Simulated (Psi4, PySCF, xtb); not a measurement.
Intermolecular potential of HCl ··· Na+ (SMILES Cl and [Na+]) (charge +1), singlet. Monomers: optimised at B3LYP-D3(BJ) (def2-TZVP), held rigid. Orientation: lowest of the rigid-body minima from ten starts at GFN2-xTB (searched outside a hard wall at short contacts). The monomers approach along the line of their centres of mass (distance R); nothing else relaxes. The shortest distances reach bonding range, where SAPT0 and rigid monomers are unreliable.

Geometry at R = 2.51 Å (first 2 atoms: monomer A):
```
3

Cl     0.6410     0.0000     0.0000
H     -0.6410     0.0000     0.0000
Na     2.9574     0.8872     0.0088
```

- GFN1-xTB (xtb)
- RKS-M06-2X/6-31G* = restricted M06-2X/6-31G*, spherical d, no counterpoise correction (PySCF)
- MP2/aug-cc-pVDZ = DF-MP2/aug-cc-pVDZ, all electrons correlated, counterpoise-corrected run with Psi4
- HF/aug-cc-pVTZ, counterpoise-corrected (Psi4)
- SAPT0/jun-cc-pVDZ, all electrons correlated (Psi4)

Interaction energies in kcal/mol (negative: bound); R is the distance of the centres of mass, d the Cl1···Na3 distance.

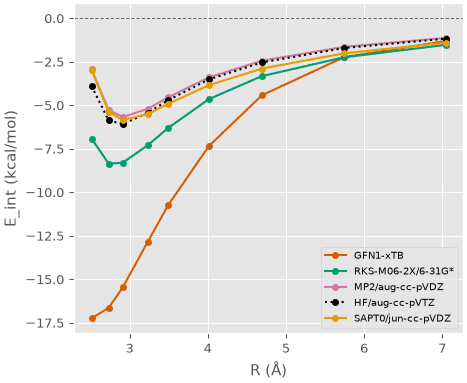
*Interaction energy against separation.*

| R / Å | d / Å | GFN1-xTB | RKS-M06-2X/6-31G* | MP2/aug-cc-pVDZ | HF/aug-cc-pVTZ | SAPT0/jun-cc-pVDZ |
|---|---|---|---|---|---|---|
| 2.51 | 2.48 | -17.25 | -6.91 | -2.93 | -3.89 | -2.98 |
| 2.73 | 2.70 | -16.63 | -8.35 | -5.27 | -5.86 | -5.37 |
| 2.91 | 2.88 | -15.46 | -8.29 | -5.67 | -6.08 | -5.85 |
| 3.23 | 3.20 | -12.83 | -7.29 | -5.20 | -5.43 | -5.50 |
| 3.49 | 3.46 | -10.74 | -6.30 | -4.54 | -4.70 | -4.92 |
| 4.01 | 3.98 | -7.35 | -4.64 | -3.40 | -3.51 | -3.85 |
| 4.69 | 4.66 | -4.42 | -3.32 | -2.44 | -2.53 | -2.89 |
| 5.74 | 5.71 | -2.23 | -2.24 | -1.64 | -1.71 | -2.01 |
| 7.04 | 7.01 | -1.31 | -1.53 | -1.13 | -1.17 | -1.41 |

Lowest grid point: GFN1-xTB -17.25 kcal/mol at R = 2.51 Å; RKS-M06-2X/6-31G* -8.35 kcal/mol at R = 2.73 Å; MP2/aug-cc-pVDZ -5.67 kcal/mol at R = 2.91 Å; HF/aug-cc-pVTZ -6.08 kcal/mol at R = 2.91 Å; SAPT0/jun-cc-pVDZ -5.85 kcal/mol at R = 2.91 Å.
